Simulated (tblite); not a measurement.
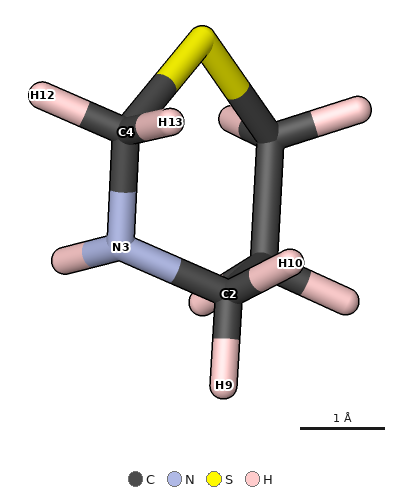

The starting structure (stick view, seen at an oblique angle; atoms are numbered from 1 in the order of the input). Bond lengths as drawn: C–C 1.53 Å, C–H 1.09 Å, C–N 1.41 to 1.45 Å, C–S 1.85 to 1.88 Å and H–N 1.02 Å.

Saddle-point search, with input and output: C4H9NS

System: C4H9NS, SMILES C1CNCSC1.
Method: GFN2-xTB saddle search (eigenvector following) and harmonic vibrations, gas phase (tblite 0.8.0).

### Log
```
step      E/eV     max force
  0    -525.42991   0.0678
  1    -525.41692   0.1068
  2    -525.41554   0.0961
  3    -525.41595   0.0213
  4    -525.41599   0.0062
  5    -525.41600   0.0030
lowest wavenumbers (cm-1): -161.1 113.5 331.6 350.1 425.9 549.0
```

### Trajectory as extended XYZ (Å, eV, eV/Å), 6 frames, from step=0 to step=5
```
15
Properties=species:S:1:pos:R:3:forces:R:3 step=0 energy=-525.42991
C    -1.2607   -0.3394   -0.0779    0.0110  -0.0080   0.0330
C    -0.0033   -1.1245   -0.4566    0.0100   0.0310  -0.0050
N     1.0872   -0.8590    0.4631   -0.0030  -0.0100  -0.0130
C     1.7462    0.3582    0.2041    0.0060   0.0070   0.0220
S     0.6380    1.8675    0.0395   -0.0010   0.0090   0.0450
C    -1.0743    1.1801   -0.0291   -0.0130   0.0100  -0.0060
H    -2.0550   -0.5664   -0.7898   -0.0130  -0.0150  -0.0040
H    -1.5857   -0.6951    0.9044    0.0090   0.0190   0.0050
H    -0.2217   -2.1954   -0.4320   -0.0030  -0.0060  -0.0050
H     0.3324   -0.8583   -1.4618    0.0000  -0.0150   0.0010
H     0.7505   -0.9095    1.4201    0.0150  -0.0140   0.0070
H     2.4353    0.6103    1.0089    0.0270  -0.0260  -0.0210
H     2.2880    0.2920   -0.7414   -0.0310   0.0130  -0.0210
H    -1.5145    1.6517   -0.9074    0.0480  -0.0150  -0.0280
H    -1.5622    1.5878    0.8559   -0.0640   0.0190  -0.0120
15
Properties=species:S:1:pos:R:3:forces:R:3 step=1 energy=-525.41692
C    -1.2646   -0.3410   -0.0984   -0.0100   0.0110   0.0080
C     0.0012   -1.1261   -0.4509   -0.0030   0.0030   0.0030
N     1.0797   -0.8492    0.4786   -0.0020   0.0160  -0.0060
C     1.7485    0.3588    0.2013    0.0000   0.0190  -0.0070
S     0.6442    1.8630   -0.0602   -0.0680  -0.0750   0.0340
C    -1.0743    1.1789   -0.0097   -0.0050   0.0580  -0.0020
H    -2.0355   -0.5573   -0.8402    0.0140   0.0050   0.0180
H    -1.6223   -0.7105    0.8678    0.0090   0.0140  -0.0170
H    -0.2170   -2.1973   -0.4190   -0.0010   0.0000   0.0000
H     0.3500   -0.8720   -1.4548   -0.0030  -0.0020   0.0050
H     0.7331   -0.8820    1.4331    0.0070  -0.0030  -0.0090
H     2.4232    0.6301    1.0120   -0.0010  -0.0030  -0.0150
H     2.3081    0.2642   -0.7323   -0.0200   0.0110   0.0130
H    -1.5667    1.6797   -0.8458    0.0560  -0.0370   0.0560
H    -1.5075    1.5606    0.9184    0.0290  -0.0180  -0.0820
15
Properties=species:S:1:pos:R:3:forces:R:3 step=2 energy=-525.41554
C    -1.2676   -0.3419   -0.1152   -0.0240   0.0090   0.0050
C     0.0035   -1.1302   -0.4442   -0.0080   0.0010   0.0040
N     1.0750   -0.8406    0.4893   -0.0040   0.0140   0.0020
C     1.7479    0.3619    0.1961   -0.0020   0.0070  -0.0020
S     0.6441    1.8560   -0.1098   -0.0580  -0.0460   0.0040
C    -1.0702    1.1764    0.0048   -0.0240   0.0460   0.0010
H    -2.0180   -0.5454   -0.8821    0.0300   0.0110   0.0310
H    -1.6549   -0.7218    0.8359    0.0130   0.0200  -0.0370
H    -0.2146   -2.2012   -0.4005    0.0000   0.0040  -0.0010
H     0.3607   -0.8895   -1.4485   -0.0030   0.0000   0.0090
H     0.7223   -0.8576    1.4420    0.0040  -0.0010  -0.0150
H     2.4178    0.6466    1.0060   -0.0050   0.0000  -0.0050
H     2.3133    0.2506   -0.7320   -0.0070   0.0040   0.0130
H    -1.5928    1.6989   -0.7994    0.0450  -0.0400   0.0710
H    -1.4663    1.5379    0.9576    0.0440  -0.0300  -0.0800
15
Properties=species:S:1:pos:R:3:forces:R:3 step=3 energy=-525.41595
C    -1.2675   -0.3414   -0.1163   -0.0050  -0.0020   0.0000
C     0.0031   -1.1312   -0.4425   -0.0020   0.0000   0.0000
N     1.0754   -0.8398    0.4893    0.0010  -0.0030   0.0000
C     1.7466    0.3631    0.1950   -0.0010  -0.0050   0.0050
S     0.6414    1.8553   -0.1002    0.0080   0.0170  -0.0100
C    -1.0689    1.1757    0.0053   -0.0060  -0.0110  -0.0020
H    -2.0152   -0.5426   -0.8849    0.0070   0.0010   0.0080
H    -1.6579   -0.7205    0.8325    0.0030   0.0040  -0.0070
H    -0.2155   -2.2018   -0.3960    0.0000   0.0020  -0.0010
H     0.3604   -0.8935   -1.4473   -0.0010   0.0000   0.0020
H     0.7242   -0.8570    1.4422    0.0000  -0.0020   0.0000
H     2.4202    0.6468    1.0018    0.0020  -0.0020   0.0050
H     2.3075    0.2536   -0.7353    0.0040  -0.0010  -0.0030
H    -1.5870    1.6978   -0.7980   -0.0080   0.0030  -0.0040
H    -1.4669    1.5356    0.9544   -0.0010  -0.0020   0.0060
15
Properties=species:S:1:pos:R:3:forces:R:3 step=4 energy=-525.41599
C    -1.2671   -0.3416   -0.1113    0.0040   0.0010   0.0000
C     0.0023   -1.1290   -0.4461    0.0010   0.0000   0.0000
N     1.0754   -0.8422    0.4862    0.0000  -0.0010   0.0000
C     1.7470    0.3618    0.1976    0.0010   0.0040   0.0020
S     0.6421    1.8544   -0.1053   -0.0010  -0.0060  -0.0010
C    -1.0698    1.1759    0.0017    0.0040   0.0020  -0.0020
H    -2.0219   -0.5470   -0.8712   -0.0020  -0.0010  -0.0040
H    -1.6470   -0.7180    0.8425   -0.0020  -0.0010   0.0050
H    -0.2154   -2.2000   -0.4060    0.0000  -0.0010   0.0010
H     0.3573   -0.8844   -1.4499    0.0000   0.0000  -0.0010
H     0.7239   -0.8634    1.4389    0.0000  -0.0020   0.0020
H     2.4147    0.6454    1.0097   -0.0010  -0.0010  -0.0020
H     2.3149    0.2539   -0.7290   -0.0040   0.0040   0.0020
H    -1.5866    1.6927   -0.8060   -0.0020   0.0040  -0.0010
H    -1.4698    1.5415    0.9481    0.0030  -0.0020   0.0000
15
Properties=species:S:1:pos:R:3:forces:R:3 step=5 energy=-525.41600
C    -1.2667   -0.3412   -0.1103    0.0000  -0.0010   0.0000
C     0.0022   -1.1290   -0.4463    0.0000   0.0000  -0.0010
N     1.0763   -0.8432    0.4852    0.0000   0.0000  -0.0020
C     1.7467    0.3619    0.1983   -0.0010   0.0000   0.0000
S     0.6419    1.8550   -0.1007    0.0010   0.0010   0.0010
C    -1.0701    1.1765    0.0000   -0.0020   0.0020   0.0010
H    -2.0228   -0.5480   -0.8687   -0.0010   0.0000   0.0000
H    -1.6450   -0.7163    0.8449    0.0000  -0.0010   0.0000
H    -0.2160   -2.1999   -0.4062    0.0000   0.0000   0.0000
H     0.3564   -0.8843   -1.4504    0.0000   0.0000   0.0000
H     0.7264   -0.8673    1.4383   -0.0010   0.0000   0.0020
H     2.4153    0.6440    1.0100    0.0000   0.0000   0.0000
H     2.3132    0.2565   -0.7292    0.0010  -0.0010  -0.0020
H    -1.5848    1.6924   -0.8098    0.0020  -0.0020   0.0010
H    -1.4728    1.5430    0.9448   -0.0010   0.0000  -0.0010
```

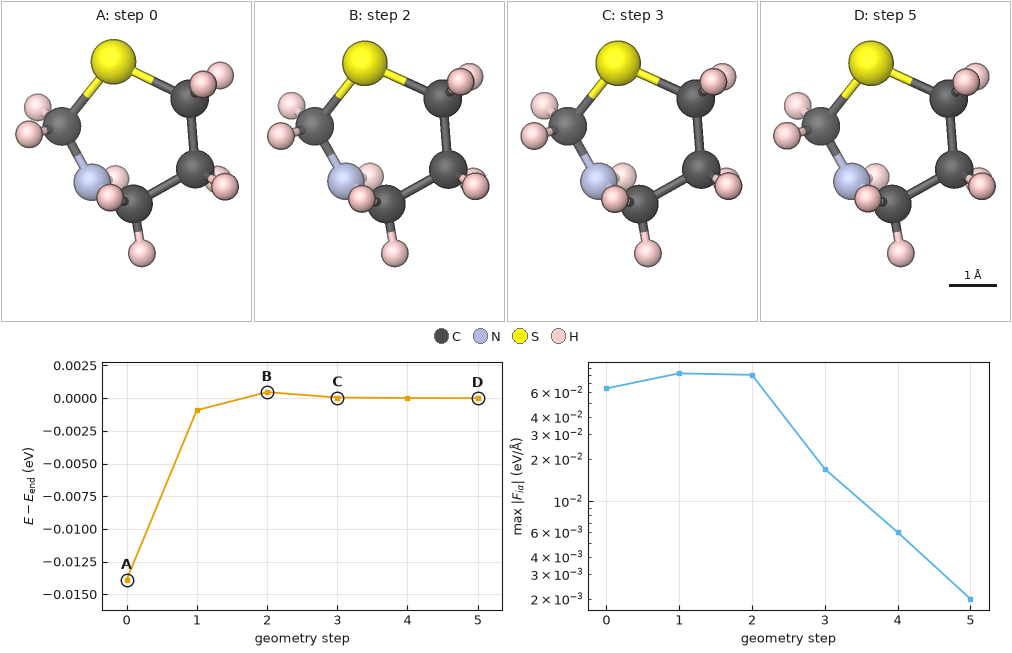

Frames of the saddle-point search (ball-and-stick view, seen at a tilt) above the curves, on which the letters mark them (steps are counted from 0).

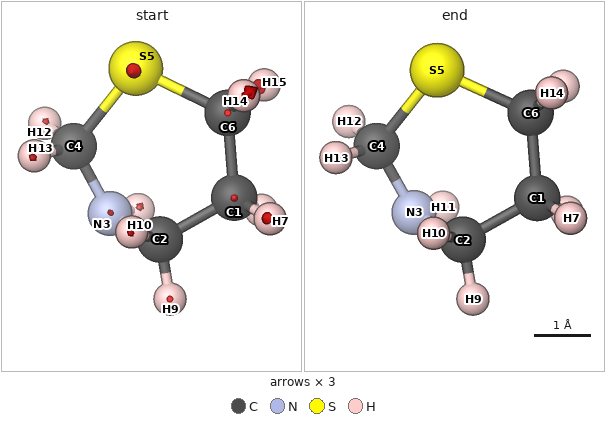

Before (left) and after (right) the saddle-point search, at one scale (ball-and-stick view, seen at a tilt). The red arrows give the displacements, magnified 3 times. Over 5 geometry steps the energy rises by 0.014 eV. The largest force component goes from 0.064 to 0.002 eV/Å. The atom that moves furthest after the best rigid fit is S5 (0.14 Å). Largest moves by element: S 0.14 Å, H 0.13 Å, C 0.03 Å, N 0.03 Å. (Atoms are counted from 1 in the order of the input.)

This output came from the following input.

### Input
```
{"job": {"xc": "GFN2-xTB", "basis": "xTB", "kind": "saddle"}, "charge": 0, "multiplicity": 1}
C     -1.260737    -0.339384    -0.077924
C     -0.003260    -1.124472    -0.456594
N      1.087155    -0.859026     0.463055
C      1.746184     0.358215     0.204103
S      0.638024     1.867512     0.039510
C     -1.074325     1.180104    -0.029092
H     -2.055018    -0.566392    -0.789773
H     -1.585738    -0.695078     0.904376
H     -0.221724    -2.195359    -0.431997
H      0.332430    -0.858255    -1.461821
H      0.750518    -0.909499     1.420103
H      2.435252     0.610261     1.008920
H      2.287979     0.291955    -0.741373
H     -1.514529     1.651652    -0.907394
H     -1.562208     1.587765     0.855902
```

The first line tells a small driver script what to run in tblite; the rest is the geometry in Å.

Launch command:
```bash
OMP_NUM_THREADS=1 python <driver script> task.json out
```

### Key numbers

```tsv
quantity	value
outcome	converged
total energy	−525.4160 eV
point group	C1
hardware	1 CPU thread, shared host
wall time	1.2 s
peak memory	0.19 GiB
```
